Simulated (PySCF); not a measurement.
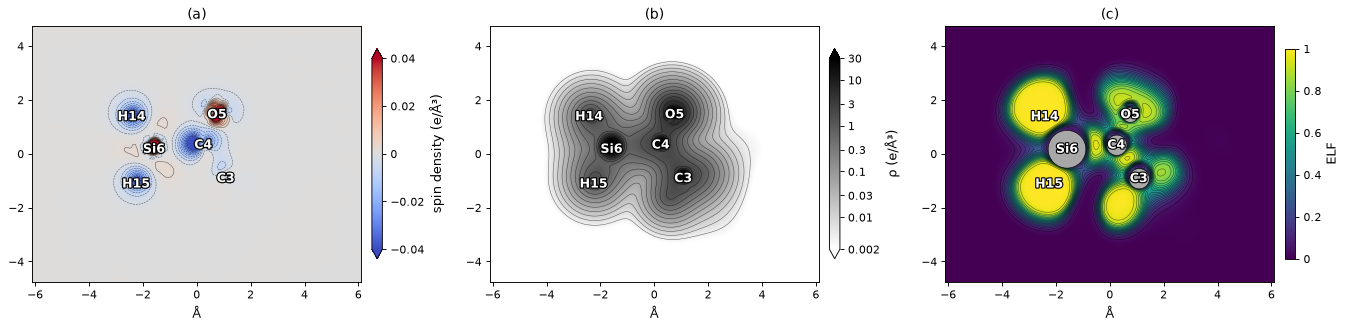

C3H9OSi2 (doublet). (a) spin density (α minus β); (b) total electron density; (c) ELF on the plane of atoms O5, C4 and Si6. Grey discs cover the atomic cores in the ELF map.

Geometry: GFN2-xTB.

Method: UKS B3LYP, pcH-1 on C H O Si, non-relativistic, mean-field spin-orbit, GIAO (PySCF 2.14.0, density-fitted response routines).

```xyz
15

C    -2.2635   -0.5825    0.0295
Si   -0.8353   -0.2699    1.2297
C     0.3527    1.0240    0.4598
C     0.9843    0.4505   -0.7711
O     0.3734    0.3600   -1.8406
Si    2.7178   -0.2012   -0.6790
H    -1.8821   -0.7300   -0.9774
H    -2.8378   -1.4618    0.3063
H    -2.9459    0.2630   -0.0032
H    -1.3120    0.2687    2.5110
H    -0.0671   -1.4997    1.4801
H    -0.2315    1.9021    0.1833
H     1.1112    1.3208    1.1825
H     3.3225   -0.7861   -1.8569
H     3.5092   -0.0500    0.5300
```

**Interpret the plot.**

- Atoms in the plane: C, O, Si and H.
- C–O (1.23 Å): ρ at the midpoint is about 2.7 e/Å³; the ELF peaks at about 0.85 between the atoms; a short, strongly polar bond.
- C–C (1.50 Å): ρ is about 1.7 e/Å³ halfway; the ELF peaks at about 0.95 between the atoms, as expected for a shared electron pair.
- C–Si (1.85 Å): ρ at the midpoint is about 0.95 e/Å³; the ELF peaks at about 0.95 between the atoms, as expected for a covalent bond.
- Si–H (1.45 Å): ρ at the midpoint is about 0.94 e/Å³; the ELF climbs to about 1 towards the hydrogen, as it does in any bond to H.
- The ELF also peaks beside O5, away from the bonds: non-bonding electrons, paired or unpaired.
- The unpaired spin (1 electron) lies mostly on Si6 (about 0.7) and O5 (about 0.1), in electrons by Hirshfeld's partition.
